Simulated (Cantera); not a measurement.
Input: 1 mol Si2Cl6, 8.9 mol N2, equilibrated at 58.0 mbar.

Equilibrium computed with Cantera from the NASA thermochemical tables; the gas is ideal and each condensed phase is pure. Candidate condensed phases: Si, Si3N4; 13 gas species. The feed counts by its element totals alone. N2 is the only nitrogen source here; it is nearly inert below about 1500 K, so the nitride shown seldom forms there in practice. The tables' values for SiCl3 are old estimates; treat these amounts as uncertain. Equilibrium is a limit: real reactors are often held back by kinetics, nucleation or transport.

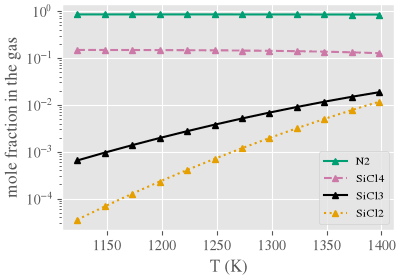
Figure: Equilibrium gas composition (values under 1e-9 drawn at 1e-9)

From 1123 K to 1398 K the condensed part is Si3N4(s). The main Si-bearing gas is SiCl4 throughout.
